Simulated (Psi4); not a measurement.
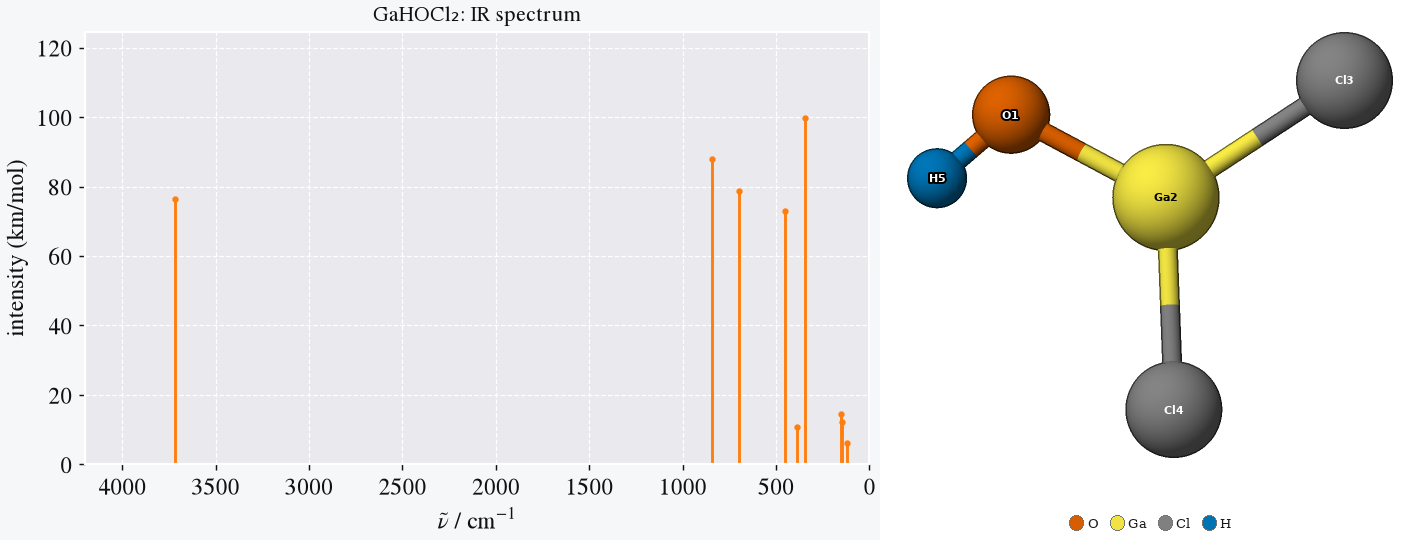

Infrared spectrum of GaHOCl₂, SMILES [OH][Ga]([Cl])[Cl], singlet. Unscaled harmonic wavenumbers and double-harmonic intensities, PBE/def2-SVP (dispersion D3(BJ)) in Psi4 1.11, at a geometry relaxed at this level, isolated molecule.

### Which is the highest mode?

3717.0 cm⁻¹ (76.5 km/mol).

### Which lines are the most intense?

342.9 cm⁻¹ (99.6 km/mol), 840.2 cm⁻¹ (87.9 km/mol) and 700.0 cm⁻¹ (78.6 km/mol).

Note: double-zeta basis.
